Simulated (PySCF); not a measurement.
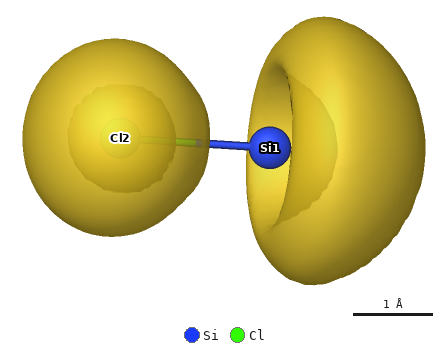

*SiCl (charge +1). Isosurface of the ELF at 0.75 (yellow), seen from one side. Core shells and regions of very low density are left out.*

The calculation used PBE0/def2-TZVP, non-relativistic Hamiltonian with scalar-relativistic core potentials where named, at a bond length of 1.958 Å in PySCF.

### What do the ELF domains correspond to?

The surface consists of one region on Cl in which the atom's valence shell and bonds are merged and one lobe on Si, pointing away from the bonds (lone pairs). Profiles from the grid: Si–Cl (1.96 Å): the ELF peaks at about 0.85 between the atoms, as expected for a polar covalent bond.
